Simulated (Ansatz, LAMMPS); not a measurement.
# Structural relaxation of amorphous 62TiO2-38Al2O3 (mol %) (90 atoms)

Wanted: the relaxed structure of amorphous 62TiO2-38Al2O3 (mol %) (90 atoms) and its electronic structure.

Method: Kohn-Sham DFT, PBE, PAW (set soft_2), plane waves, in Ansatz 0.2.0.

### 1. The starting structure

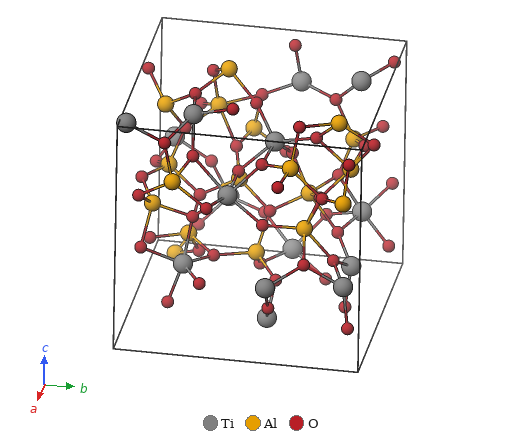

The cell as given, slightly off an axis (titanium grey, aluminium orange, oxygen red).

The cell holds 90 atoms: 15 Ti, 18 Al and 57 O. Its edges and angles: a = 10.196 Å, b = 10.196 Å, c = 10.196 Å, α = 90.0°, β = 90.0°, γ = 90.0°. 90 atoms (15 Ti, 18 Al, 57 O) placed at random at 3.31 g/cm³, melted at 5000 K for 10 ps at fixed volume with the Morse and Coulomb pair potential with partial charges (Pedone, Malavasi, Menziani, Cormack and Segre, J. Phys. Chem. B 110, 11780 (2006)). Quenched from 5000 K to 300 K at 50 K/ps and fixed volume, held 5 ps, then minimised at fixed cell.

Before any run, some limits are plain. The quench rate of 50 K/ps is many orders above laboratory rates, so the cell is likely richer in defects and strain than a real sample. The network of bonds at the start is that of the classical potential that made the cell. Only the Γ point is sampled in the main run, in a cell whose shortest periodic width is 10 Å.

### 2. The classical run that made the cell

A classical potential supplies the starting structure, since it reaches far longer times than DFT.

This step: classical MD, Morse and Coulomb pair potential with partial charges (Pedone, Malavasi, Menziani, Cormack and Segre, J. Phys. Chem. B 110, 11780 (2006)) (LAMMPS 22 Jul 2025 - Update 4).

in.lmp reads:

```
# melt-quench of Ti15Al18O57
units metal
atom_style charge
boundary p p p
region box block 0 10.1960 0 10.1960 0 10.1960
create_box 3 box
mass 1 47.8670   # Ti
mass 2 26.9815   # Al
mass 3 15.9990   # O
create_atoms 1 random 15 41526 NULL overlap 1.5 maxtry 2000
create_atoms 2 random 18 41533 NULL overlap 1.5 maxtry 2000
create_atoms 3 random 57 41540 NULL overlap 1.5 maxtry 2000
pair_style hybrid/overlay pedone 5.5 coul/long 8.0
pair_coeff * * coul/long
pair_coeff 1 3 pedone 0.024235 2.254703 2.708943 1   # Ti-O
pair_coeff 2 3 pedone 0.361581 1.900442 2.164818 0.9   # Al-O
pair_coeff 3 3 pedone 0.042395 1.379316 3.618701 22   # O-O
set type 1 charge 2.4
set type 2 charge 1.8
set type 3 charge -1.2
kspace_style pppm 1.0e-4
neigh_modify delay 0 every 1 check yes
thermo_style custom step time temp pe press density
thermo_modify norm yes
timestep 0.002
thermo 100
min_style cg
minimize 1e-4 1e-4 200 2000
reset_timestep 0
velocity all create 5000 41527 mom yes dist gaussian
fix lim all nve/limit 0.05
fix lan all langevin 5000 5000 0.2 41528 zero yes
thermo 500
run 1000 post no
# [... 10 lines left out ...]
thermo 1250
fix md all nvt temp 300 300 0.2
run 2500 post no
unfix md
thermo 100
min_style cg
minimize 0 1e-3 2000 20000
write_dump all custom glass.dump id type xs ys zs modify sort id
```

Launch:

```bash
$ lmp -in in.lmp -log none -nocite
```

Numbers of over 12 decimals in the logs are rounded to 6 here.

What it wrote:

```text
LAMMPS (22 Jul 2025 - Update 4)
Created orthogonal box = (0 0 0) to (10.196 10.196 10.196)
Created 15 atoms
Created 18 atoms
Created 57 atoms
PPPM initialization ...
  G vector (1/distance) = 0.38849487
  grid = 12 12 12
  estimated relative force accuracy = 4.6846891e-05
   Step          Time           Temp          PotEng         Press         Density
         0   0              0             -1.4585488      882316.79      3.3143336
        76   0.152          0             -14.447845     -8028.4662      3.3143336
Loop time of 0.0610746 s on 1 MPI rank(s) for 76 steps with 90 atoms
Minimization stats:
  Stopping criterion = energy tolerance
[... 36 lines left out ...]
     55000   110            313.78072     -14.494423     -25183.139      3.3143336
     55500   111            267.20533     -14.495662     -34761.676      3.3143336
Loop time of 1.16226 s on 1 MPI rank(s) for 2500 steps with 90 atoms
   Step          Time           Temp          PotEng         Press         Density
     55500   111            267.20533     -14.495662     -34761.676      3.3143336
     55513   111.026        267.20533     -14.537182     -37206.317      3.3143336
Loop time of 0.0348032 s on 1 MPI rank(s) for 13 steps with 90 atoms
Minimization stats:
  Stopping criterion = linesearch alpha is zero
  Energy initial, next-to-last, final =
     -14.4956617782448  -14.5371815945326  -14.5371815945326
  Force two-norm initial, final = 11.610343 0.5177896
  Iterations, force evaluations = 13 61
```

Run time: 28 s. Hardware: 1 thread of AMD EPYC 7B13 (Zen 3), shared host; peak memory 0.073 GiB.

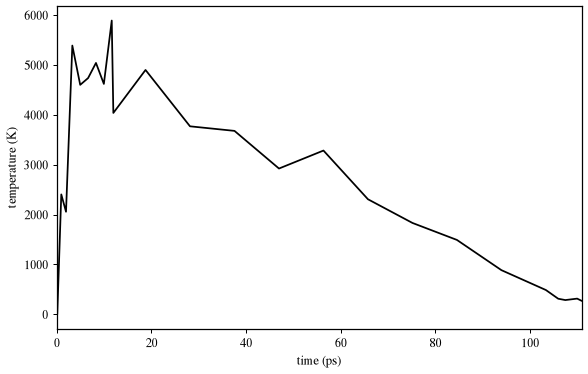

Temperature against time.

### 3. Single point at the start

A single point comes first, to see the forces before anything moves.

input.yaml reads:

```yaml
crystal:
  lattice:
    - [10.196, 0.0, 0.0]
    - [0.0, 10.196, 0.0]
    - [0.0, 0.0, 10.196]
  atoms:
    - { symbol: Ti, position: [0.51013, 0.8794, 0.22534] }
    - { symbol: Ti, position: [0.6794, 0.39859, 0.57568] }
    - { symbol: Ti, position: [0.18587, 0.58179, 0.11274] }
    - { symbol: Ti, position: [0.01264, 0.28949, 0.23402] }
    - { symbol: Ti, position: [0.72266, 0.57617, 0.06499] }
    - { symbol: Ti, position: [0.67733, 0.25427, 0.92449] }
    - { symbol: Ti, position: [0.6918, 0.22412, 0.25644] }
    - { symbol: Ti, position: [0.18789, 0.86335, 0.31085] }
    - { symbol: Ti, position: [0.06146, 0.58488, 0.80534] }
    - { symbol: Ti, position: [0.46313, 0.55111, 0.72786] }
    - { symbol: Ti, position: [0.05847, 0.07085, 0.50137] }
    - { symbol: Ti, position: [0.91388, 0.0214, 0.97646] }
    - { symbol: Ti, position: [0.83942, 0.90542, 0.29497] }
    - { symbol: Ti, position: [0.96204, 0.60807, 0.31857] }
    - { symbol: Ti, position: [0.22495, 0.85763, 0.91549] }
    - { symbol: Al, position: [0.86277, 0.90321, 0.67944] }
    - { symbol: Al, position: [0.17966, 0.82289, 0.62926] }
    - { symbol: Al, position: [0.67589, 0.09276, 0.50697] }
    - { symbol: Al, position: [0.34874, 0.33827, 0.9766] }
    - { symbol: Al, position: [0.03318, 0.38864, 0.56144] }
    - { symbol: Al, position: [0.35435, 0.39018, 0.49144] }
    - { symbol: Al, position: [0.49712, 0.868, 0.65386] }
    - { symbol: Al, position: [0.6837, 0.71597, 0.46179] }
    - { symbol: Al, position: [0.42738, 0.09568, 0.83042] }
    - { symbol: Al, position: [0.19787, 0.1053, 0.04954] }
    - { symbol: Al, position: [0.59617, 0.83466, 0.90529] }
    - { symbol: Al, position: [0.37082, 0.10316, 0.53296] }
    - { symbol: Al, position: [0.74721, 0.6653, 0.75776] }
    - { symbol: Al, position: [0.36033, 0.6766, 0.4588] }
    - { symbol: Al, position: [0.86431, 0.2046, 0.70695] }
    - { symbol: Al, position: [0.40787, 0.19547, 0.25151] }
    - { symbol: Al, position: [0.18937, 0.27112, 0.72935] }
    - { symbol: Al, position: [0.46314, 0.48256, 0.22344] }
    - { symbol: O, position: [0.9097, 0.6436, 0.74947] }
    - { symbol: O, position: [0.71107, 0.69344, 0.92892] }
    - { symbol: O, position: [0.68383, 0.25532, 0.73932] }
    - { symbol: O, position: [0.85461, 0.60232, 0.17529] }
    - { symbol: O, position: [0.07544, 0.42732, 0.73661] }
    - { symbol: O, position: [0.37117, 0.7976, 0.30032] }
    - { symbol: O, position: [0.50813, 0.7281, 0.78462] }
    - { symbol: O, position: [0.10615, 0.70369, 0.24187] }
    - { symbol: O, position: [0.20367, 0.76701, 0.47297] }
    - { symbol: O, position: [0.65987, 0.25472, 0.45558] }
    - { symbol: O, position: [0.69418, 0.54613, 0.46396] }
    - { symbol: O, position: [0.02783, 0.9142, 0.62136] }
    - { symbol: O, position: [0.5479, 0.86326, 0.05857] }
    - { symbol: O, position: [0.32229, 0.00492, 0.93074] }
    - { symbol: O, position: [0.37596, 0.23333, 0.41332] }
    - { symbol: O, position: [0.23028, 0.02659, 0.47068] }
    - { symbol: O, position: [0.37908, 0.52027, 0.37121] }
    - { symbol: O, position: [0.33102, 0.59987, 0.61719] }
    - { symbol: O, position: [0.52707, 0.02103, 0.54438] }
    - { symbol: O, position: [0.0105, 0.9539, 0.36089] }
    - { symbol: O, position: [0.53568, 0.32153, 0.22817] }
    - { symbol: O, position: [0.86702, 0.74769, 0.39065] }
    - { symbol: O, position: [0.86306, 0.34501, 0.60031] }
    - { symbol: O, position: [0.83979, 0.31805, 0.24872] }
    - { symbol: O, position: [0.86568, 0.17073, 0.87795] }
    - { symbol: O, position: [0.71194, 0.42013, 0.98163] }
    - { symbol: O, position: [0.55352, 0.97133, 0.80125] }
    - { symbol: O, position: [0.75877, 0.06234, 0.34581] }
    - { symbol: O, position: [0.33318, 0.47606, 0.10938] }
    - { symbol: O, position: [0.0373, 0.21843, 0.39662] }
    - { symbol: O, position: [0.4936, 0.22769, 0.92458] }
    - { symbol: O, position: [0.49406, 0.05272, 0.25884] }
    - { symbol: O, position: [0.08201, 0.96568, 0.94247] }
    - { symbol: O, position: [0.30626, 0.22076, 0.1258] }
    - { symbol: O, position: [0.38527, 0.45932, 0.85329] }
    - { symbol: O, position: [0.08788, 0.44808, 0.21547] }
    - { symbol: O, position: [0.04803, 0.17332, 0.6571] }
    - { symbol: O, position: [0.00949, 0.51717, 0.45815] }
    - { symbol: O, position: [0.344, 0.16308, 0.69105] }
    - { symbol: O, position: [0.15427, 0.7427, 0.78561] }
    - { symbol: O, position: [0.21588, 0.97951, 0.18175] }
    - { symbol: O, position: [0.51094, 0.74763, 0.5187] }
    - { symbol: O, position: [0.70081, 0.16625, 0.08255] }
    - { symbol: O, position: [0.08002, 0.5595, 0.97364] }
    - { symbol: O, position: [0.03662, 0.17005, 0.10703] }
    - { symbol: O, position: [0.57917, 0.58388, 0.16463] }
    - { symbol: O, position: [0.2605, 0.7323, 0.03011] }
    - { symbol: O, position: [0.83603, 0.91996, 0.84361] }
    - { symbol: O, position: [0.65361, 0.53264, 0.71584] }
    - { symbol: O, position: [0.32682, 0.89372, 0.67847] }
    - { symbol: O, position: [0.65731, 0.83138, 0.31675] }
    - { symbol: O, position: [0.20924, 0.34955, 0.56176] }
    - { symbol: O, position: [0.73481, 0.79461, 0.629] }
    - { symbol: O, position: [0.21719, 0.2507, 0.8958] }
    - { symbol: O, position: [0.8677, 0.93135, 0.1241] }
    - { symbol: O, position: [0.4894, 0.40883, 0.59313] }
    - { symbol: O, position: [0.81294, 0.05949, 0.60556] }
kpoints:
  mp_grid: { grid: [1, 1, 1] }
hamiltonian:
  xc: pbe
scf:
  occupations: { method: fermi_dirac, width: 0.025 }
output:
  forces: true
```

Launch:

```bash
$ ansatz run input.yaml --threads 4 --pin off --max-ram 8192MiB --backend cpu --events-out ev --progress --plain --runs-dir out
```

What it wrote:

```text
Engine: ansatz 0.2.0, x86_64-unknown-linux-gnu
Pseudopotentials: kind: paw
Pseudopotential: Ti, paw, valence charge 12, recommended cutoff 420 eV (normal), Ti.paw.azcp
Pseudopotential: Al, paw, valence charge 3, recommended cutoff 420 eV (normal), Al.paw.azcp
Pseudopotential: O, paw, valence charge 6, recommended cutoff 420 eV (normal), O.paw.azcp
[... 5 lines on functional and potentials left out ...]
Crystal: 90 atoms, lattice volume = 1059.960 Å³
Basis set: ecut = 420 eV, 20719 PW (Γ), exchange–correlation on 144×144×144 points (8 copies of the dense FFT grid, shifted against one another)
Bands: 378, of which v1, the nominal top of the filled ones, is band 288 counted from 1 (287 counted from 0)
Symmetry: 1 space group operations
Space group: P1 (ITA 1), of the structure as read, at distance tolerance 1.0e-4 Å
k-points: 1
[... 7 lines on functional and potentials left out ...]
Initial density: superposition of atomic densities (neutral atoms: chi_scale 0, normalization atom), corrected by the library's trained network
Initial wavefunctions: pseudopotential atomic-orbital guess
Functional: x = pbe(κ = 0.804, μ = 0.219515), c = pbe(β = 0.066725)
SCF iter   1: F=—  HF=-79630.645320 eV  |F-HF|=—  |Δ(HF+E_count)|=         —  Δρ=4.17e-3  dr2=2.22e-1  ethr=1.77e-3  ⟨swp⟩=6.0  Hψ=1450  notcnv=0  defer=60
preconditioner: auto → Resta (q_TF=auto, 2.465 Å⁻¹)  ε∞=5.6  [insulator: Δε(μ)=2.609 eV  Ē_g=11.348 eV  σ=0.025 eV  W_gap=1.00  n_scr=250 (ndim 8)  ℏωp=24.4 eV  f_vac=0.064  D(μ)=0.00/eV (n_scr^D=0)  ε∞_Penn≈5.6]
SCF iter   2: F=—  HF=-79630.619559 eV  |F-HF|=—  |Δ(HF+E_count)|=   2.58e-2  Δρ=2.20e-3  dr2=5.09e-2  ethr=3.85e-5  ⟨swp⟩=3.0  Hψ=715  notcnv=0  defer=84
SCF iter   3: F=—  HF=-79630.617608 eV  |F-HF|=—  |Δ(HF+E_count)|=   1.95e-3  Δρ=1.18e-3  dr2=2.24e-2  ethr=8.85e-6  ⟨swp⟩=2.0  Hψ=557  notcnv=0  defer=39
automatic band count: iteration 3 solves 333 bands in place of 378: the levels show a gap, and the empty bands left out lie too high to hold charge; the band table lists the bands solved (type scf.n_extra_bands for more)
SCF iter   4: F=—  HF=-79630.615722 eV  |F-HF|=—  |Δ(HF+E_count)|=   1.89e-3  Δρ=5.80e-4  dr2=5.33e-3  ethr=3.89e-6  ⟨swp⟩=2.0  Hψ=485  notcnv=0  defer=39
SCF iter   5: F=—  HF=-79630.614947 eV  |F-HF|=—  |Δ(HF+E_count)|=   7.76e-4  Δρ=2.69e-4  dr2=8.56e-4  ethr=9.26e-7  ⟨swp⟩=2.0  Hψ=561  notcnv=0  defer=39
SCF iter   6: F=—  HF=-79630.614933 eV  |F-HF|=—  |Δ(HF+E_count)|=   1.33e-5  Δρ=1.29e-4  dr2=1.87e-4  ethr=1.49e-7  ⟨swp⟩=2.0  Hψ=479  notcnv=0  defer=39
SCF iter   7: F=—  HF=-79630.614961 eV  |F-HF|=—  |Δ(HF+E_count)|=   2.73e-5  Δρ=6.17e-5  dr2=4.30e-5  ethr=3.25e-8  ⟨swp⟩=2.0  Hψ=479  notcnv=0  defer=39
SCF iter   8: F=—  HF=-79630.616816 eV  |F-HF|=—  |Δ(HF+E_count)|=   1.86e-3  Δρ=2.83e-5  dr2=9.88e-6  ethr=7.47e-9  ⟨swp⟩=2.0  Hψ=613  notcnv=0  defer=39
SCF iter   9: F=—  HF=-79630.616819 eV  |F-HF|=—  |Δ(HF+E_count)|=   3.14e-6  Δρ=1.53e-5  dr2=2.96e-6  ethr=1.72e-9  ⟨swp⟩=2.0  Hψ=581  notcnv=0  defer=39
SCF iter  10: F=—  HF=-79630.616820 eV  |F-HF|=—  |Δ(HF+E_count)|=   6.74e-7  Δρ=7.36e-6  dr2=7.50e-7  ethr=5.14e-10  ⟨swp⟩=2.0  Hψ=581  notcnv=0  defer=39
SCF iter  11: F=—  HF=-79630.616820 eV  |F-HF|=—  |Δ(HF+E_count)|=   2.05e-7  Δρ=3.57e-6  dr2=1.70e-7  ethr=1.30e-10  ⟨swp⟩=2.0  Hψ=581  notcnv=0  defer=39
SCF iter  12: F=-79630.616820 eV  HF=-79630.616820 eV  |F-HF|=2.55e-8  |Δ(HF+E_count)|=   5.01e-8  Δρ=1.73e-6  dr2=4.04e-8  ethr=1.74e-11  ⟨swp⟩=4.0  Hψ=1001  notcnv=0
SCF 1 converged in 12 iterations: F = -79630.616820 eV  dr2 = 4.04e-8
  greatest PAW one-centre occupation: 0.999 electrons in one spin orbital (limit 2), on the Ti atom at site 1 (counted from 0), in its partial waves of l = 0
SCF converged after 12 iterations
Free energy (F): -79630.616820 eV
Harris-Foulkes:  -79630.616820 eV  (|F-HF|=2.55e-8)
Internal energy: -79630.616820 eV  (E = F + TS)
E sigma→0 (E₀):  -79630.616820 eV
Fermi energy:    7.041694 eV
--- Per-component energies (eV) ---
  E_band       = -4212.165520
  E_kinetic    = 14635.229770
  E_local      = -43128.991812  (includes V_loc(G=0)·N_el)
  E_nonlocal   = 2959.420370
  E_hartree    = 16868.718899
  E_xc         = -6428.632714
  E_vxc        = -7775.664017  (∫ρ·V_xc dr)
  E_paw        = -33127.702686  (= ΣΔE_a)
  E_vpaw       = -4639.736833  (= ΣTr[D̂ρ^β])
  E_aug_tail   = 0.143219  (compensation charges beyond the density's cutoff)
  E_ewald      = -31408.801866
  E_smearing   = -0.000000  (= −TS)
  E_closure    = -0.000000  (closes the sum)
  Σ components = -79630.616820   (vs F -79630.616820, Δ=0.00e0)
--- Forces (eV/Å), atoms counted from 1 ---
  atom   1  Ti     0.24613765     0.87877364     0.12085258
  atom   2  Ti    -0.32425674     1.68969402    -0.35223614
  atom   3  Ti    -0.69305929     0.35310970     0.03441190
  atom   4  Ti     0.01971455    -0.51032186    -0.10484035
  atom   5  Ti    -0.91911764    -0.55450050     0.30398207
  atom   6  Ti     0.53544790     0.64743641    -0.49261350
  atom   7  Ti     0.83825016    -0.59240434    -0.81380789
  atom   8  Ti    -0.19843741     1.36276394    -1.07219104
  atom   9  Ti    -0.08243655     0.73976795    -0.42195588
  atom  10  Ti    -0.51310437    -0.12238658    -0.40405684
  atom  11  Ti     0.74797523    -0.84878052    -0.84761949
  atom  12  Ti    -0.50258222     0.11586940    -1.03947165
  atom  13  Ti     0.29021342     1.07683840    -0.41501227
  atom  14  Ti     0.49925934     0.19890951     0.21095797
[...]
atom  89  O      0.67996826    -0.45145821     0.43322044
  atom  90  O      0.70065535    -0.12600610     0.46123794
  max |Σ_I F_I| component: 1.46e-4 eV/Å
```

Wall time 11 s (4 threads of AMD EPYC 7B13 (Zen 3), shared host); peak memory 1.5 GiB; 39 s of CPU time.

Numbers from this run:

- free energy: -79630.6168 eV
- free energy per atom: -884.7846 eV/atom
- SCF cycles: 12
- r.m.s. force component: 0.6121 eV/Å
- longest force: 1.921 eV/Å
- Fermi energy: 7.042 eV

The r.m.s. force component of 0.61 eV/Å sets the starting point.

Neighbours are counted within 2.27 Å (O-Al), 2.64 Å (O-Ti).

Length of the force by element and coordination:

```csv
element,coordination,atoms,mean length of the force (eV/Å),spread,least,most
Al,all,18,0.935,0.327,0.381,1.60
Al,4,11,1.06,0.318,0.576,1.60
Al,5,6,0.778,0.243,0.381,1.20
Al,6,1,0.547,0,0.547,0.547
O,all,57,0.964,0.433,0.271,1.92
O,2,19,0.917,0.406,0.409,1.92
O,3,38,0.988,0.444,0.271,1.91
Ti,all,15,1.09,0.370,0.521,1.76
Ti,4,5,0.948,0.269,0.521,1.33
Ti,5,8,1.01,0.289,0.577,1.41
Ti,6,2,1.75,0.0055,1.75,1.76
```

[end of part 1 of 4]

[Logs are printed without paths, hosts, clocks, repeated set-up lines and the standing remarks that a program may print on its own settings, such as how far it seeks lower states.]

[Hosts, paths, dates, database ids (printed as entryN), source tags and the programs' standing remarks are cut or masked in the printed files.]
